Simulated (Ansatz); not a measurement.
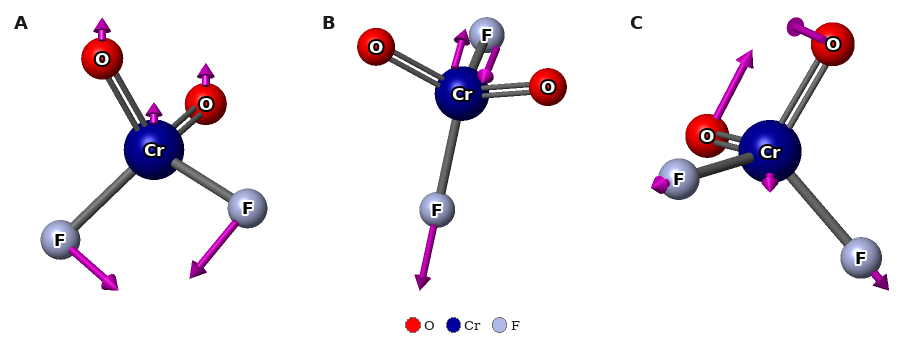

3 normal modes of one molecule or complex, as arrows. The species is neutral and a spin singlet. Harmonic vibrations computed with RKS PBE0-D4/def2-TZVP (Ansatz 0.2.0) at a stationary point of the same level.

Question: Match the panels to the wavenumbers 228 cm⁻¹, 436 cm⁻¹, 817 cm⁻¹.

Answer: A: 228 cm⁻¹, F–Cr–F bending
B: 817 cm⁻¹, out-of-phase stretching of 2 Cr–F bonds
C: 436 cm⁻¹, O–Cr–O bending
